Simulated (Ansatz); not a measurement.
A ladder of methods for BNH2O (SMILES BN=O)

The species is BNH2O (5 atoms), meant as a singlet with charge 0. As SMILES, `BN=O`. The coordinates come from a GFN2-xTB relaxation.

```xyz
5

B    -0.3033    0.3847   -0.2065
N     0.4352   -0.5521    0.2969
O     1.1137   -1.4154    0.7602
H    -1.1589    0.0919   -0.9415
H    -0.0867    1.4908    0.0908
```

Quantity: the energy change with the B1–N2 bond stretched from 1.295 to 1.942 Å, in eV. The values are calculated.

```csv
level,kind,program,value (eV),less FCI/STO-3G,CPU time (all runs)
BLYP/STO-3G (restricted),GGA,Ansatz,3.05,-0.01,2 s
PBE/STO-3G (restricted),GGA,Ansatz,3.29,+0.23,2 s
r2SCAN/STO-3G (restricted),meta-GGA,Ansatz,3.51,+0.45,4.9 s
BHLYP/STO-3G (restricted),global hybrid,Ansatz,3.95,+0.89,2 s
PBE0/STO-3G (restricted),global hybrid,Ansatz,3.72,+0.66,2 s
CAM-B3LYP/STO-3G (restricted),range-separated hybrid,Ansatz,3.75,+0.69,2.3 s
CCSD/STO-3G (restricted),coupled cluster or CI,Ansatz,3.54,+0.48,0.31 s
CCSDT(Q)/STO-3G (restricted),coupled cluster or CI,Ansatz,2.98,-0.08,1.1 s
FCI/STO-3G,exact in the basis,Ansatz,3.06,0.00,2.8 min
```

FCI/STO-3G is exact within its basis and frozen core, so for wave-function methods in that basis the difference is their error; functionals converge differently with the basis, so for them it is only a difference. The first shape isn't each level's own minimum. The values span 2.98 to 3.95 eV. All rows use very small basis sets, so none should be taken for the real molecule's value. CPU times are rough (shared hosts, several kinds of processor and program).

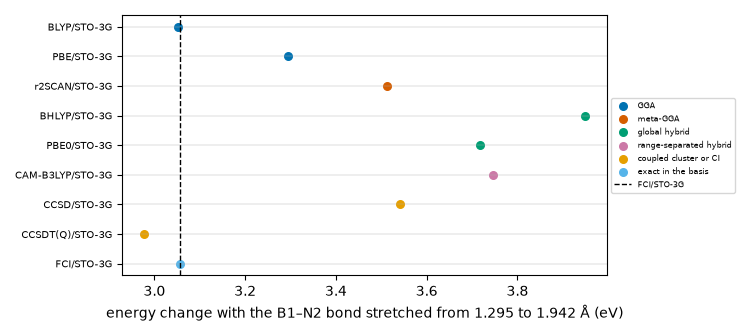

The values of the table, level by level.
